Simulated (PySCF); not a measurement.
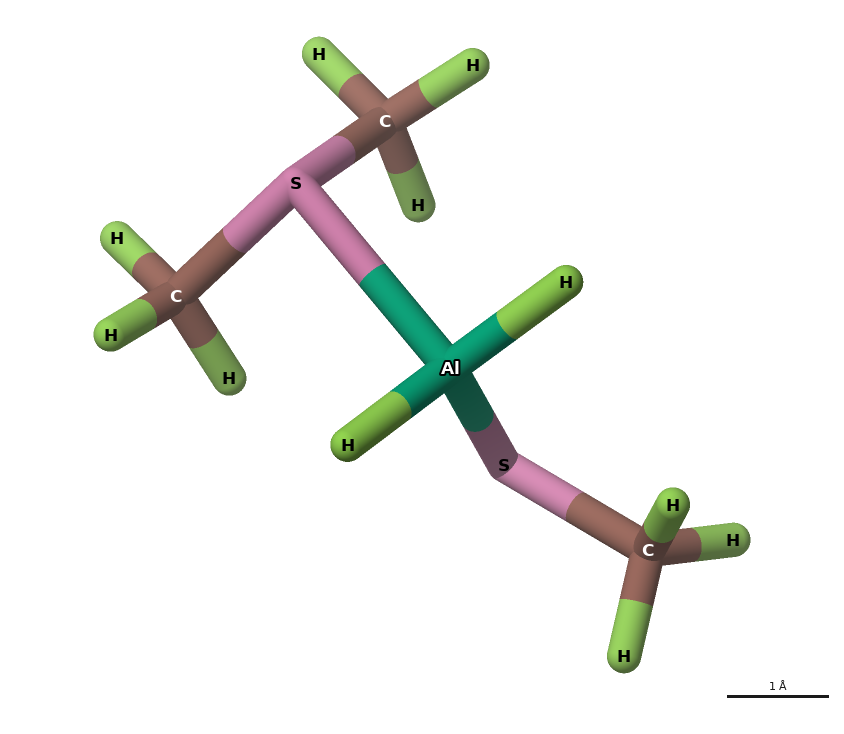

The picture shows a molecular structure as a stick model.

The geometry was computed by an optimisation with GFN2-xTB. No frequency run is at hand to confirm it as a minimum.

Which formula does it have?

C₃H₁₁AlS₂, 17 atoms: 3 carbon, 11 hydrogen, 1 aluminium and 2 sulfur.

Give a SMILES string for it.

C[S][AlH2-][S+](C)C

Count the bonded pairs by element.

9 C–H, 3 C–S, 2 Al–S, 2 Al–H.

The parts below concern this one geometry. Atoms keep their numbers from picture to picture.

### Shape

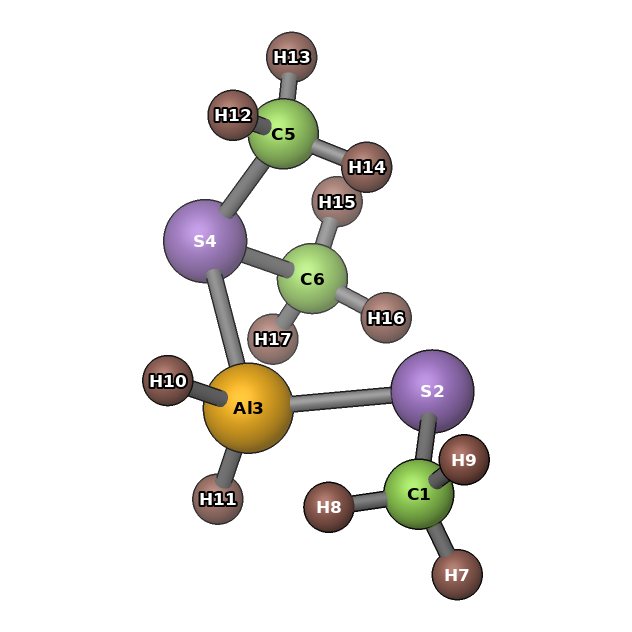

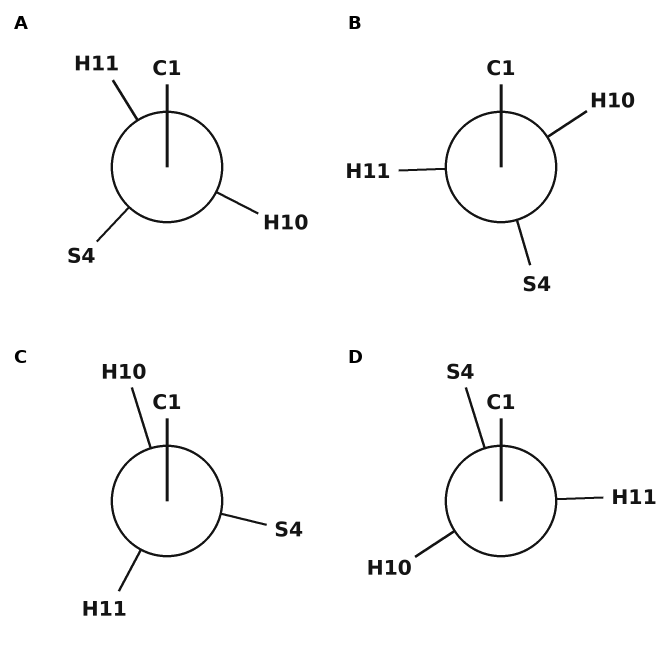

Atoms fade into the background with distance from the viewer. Bonds that would overlap in a projection are set slightly apart. No frequency run is at hand to confirm it as a minimum.

Which Newman projection shows the view along S2–Al3, with S2 in front?

B. The torsion angle C1–S2–Al3–S4 is 163°, antiperiplanar (anti).

### Electronic properties

No frequency run is at hand to confirm it as a minimum. Properties computed with PBE0/def2-SVPD, gas phase (PySCF 2.14.0). Excitations: vertical, linear response.

Give the HOMO–LUMO gap at this level.

6.05 eV.

Give the HOMO energy (Kohn–Sham orbital) at this level.

−6.16 eV.

Give the dipole moment at this level.

3.42 D.

Give the mean static polarisability at this level.

109.8 bohr³.

### NMR shielding

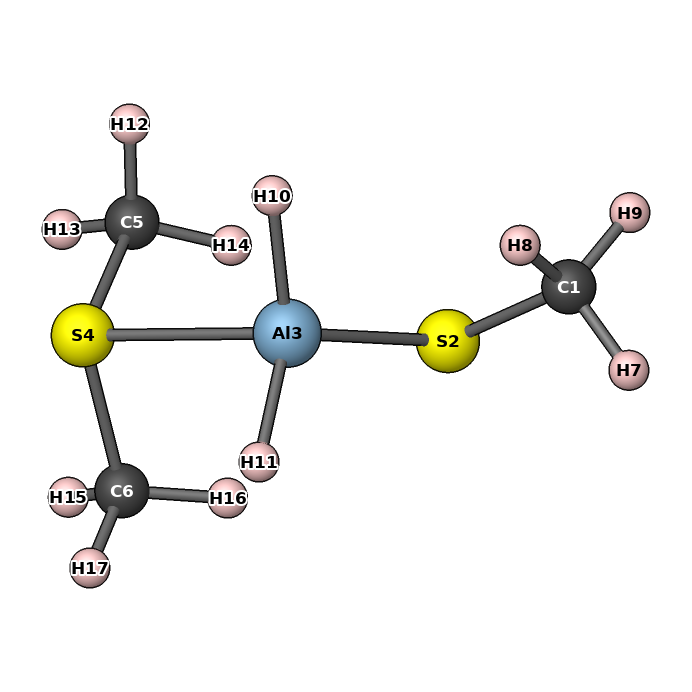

The questions are on isotropic NMR shieldings of the H atoms. No frequency run is at hand to confirm it as a minimum. Properties computed with GIAO PBE0/pcSseg-1 NMR shielding, non-relativistic, gas phase (PySCF 2.14.0).

List the isotropic NMR shieldings of the H atoms.

| atom | σ (ppm) |
| --- | --- |
| H7 | 29.57 |
| H8 | 29.71 |
| H9 | 29.40 |
| H10 | 27.41 |
| H11 | 27.40 |
| H12 | 29.56 |
| H13 | 29.63 |
| H14 | 28.66 |
| H15 | 29.80 |
| H16 | 28.92 |
| H17 | 29.46 |

### Bond orders

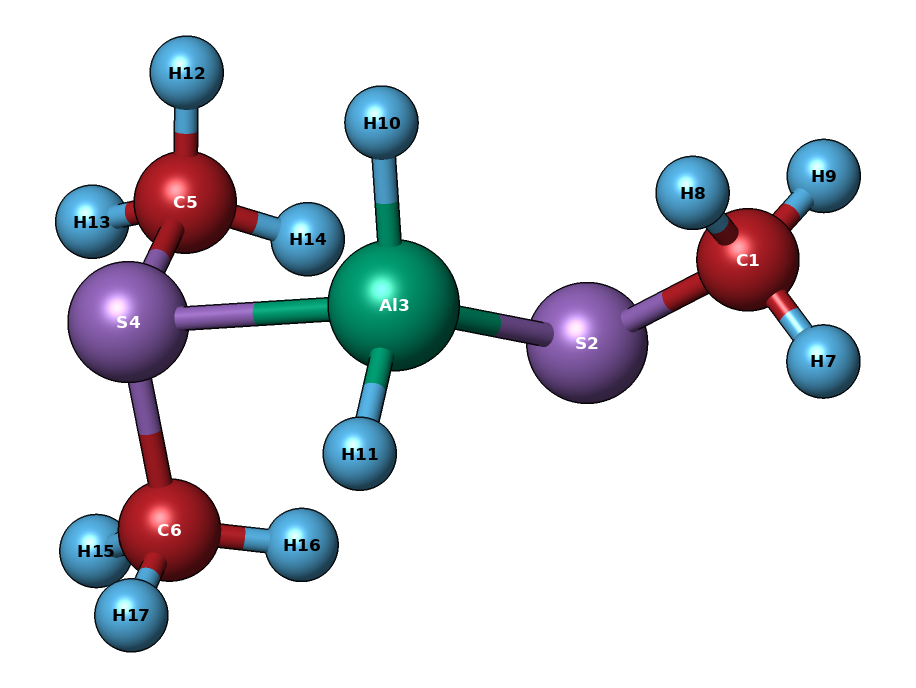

Every bond is drawn as one stick. No frequency run is at hand to confirm it as a minimum. Method: PBE0/pcSseg-1 (PySCF 2.14.0).

Which bond between heavy atoms has the lowest Mayer bond order?

Al3–S4, 0.36, at 2.458 Å.

List the Mayer bond orders of C1–S2, S2–Al3, Al3–S4, S4–C5, S4–C6 (bonds between heavy atoms, one of each equivalent set).

```csv
bond,Mayer order,length (Å)
C1–S2,0.99,1.823
S2–Al3,0.85,2.220
Al3–S4,0.36,2.458
S4–C5,0.97,1.817
S4–C6,0.97,1.814
```

The geometry is semi-empirical. Around Al such bond lengths and angles can be off by a tenth of an ångström or more and by several degrees, and values that hang on the shape move with them.
